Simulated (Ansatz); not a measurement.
The figure comes from a scan of TiAl (CuAu type, space group P4/mmm): a phonon pattern at X = (0.5, 0.0, 0.0) is frozen into a 4-atom cell, Q being the largest atomic displacement. All values below come from PBE (plane waves to 420 eV, PAW, scalar-relativistic; Ansatz, an electronic-structure program). k mesh 8×16×12 (Γ-centred), Fermi-Dirac smearing 0.05 eV. Left out: 4 of 13 points, with atoms too close for the PAW data. With partly filled bands, energies and forces of such displacements shift with the k mesh and the smearing. TiAl is run without spin polarisation. TiAl was relaxed with its symmetry unable to fall. 

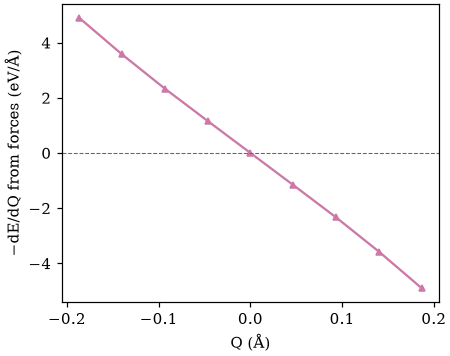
Fig. 1. −dE/dQ from forces (eV/Å) against Q (Å); computed points joined by lines.

Q: List the plotted points as numbers.

A: To the nearest 0.2:

```json
[
 {"Q (Å)": "-0.187", "−dE/dQ from forces (eV/Å)": "5.0"},
 {"Q (Å)": "-0.140", "−dE/dQ from forces (eV/Å)": "3.6"},
 {"Q (Å)": "-0.093", "−dE/dQ from forces (eV/Å)": "2.4"},
 {"Q (Å)": "-0.047", "−dE/dQ from forces (eV/Å)": "1.2"},
 {"Q (Å)": "0.000", "−dE/dQ from forces (eV/Å)": "0.0"},
 {"Q (Å)": "0.047", "−dE/dQ from forces (eV/Å)": "-1.2"},
 {"Q (Å)": "0.093", "−dE/dQ from forces (eV/Å)": "-2.4"},
 {"Q (Å)": "0.140", "−dE/dQ from forces (eV/Å)": "-3.6"},
 {"Q (Å)": "0.187", "−dE/dQ from forces (eV/Å)": "-5.0"}
]
```

(For displaced atoms, the force is minus the slope of the energy, and its curvature is a force constant, which sets phonon frequencies.)
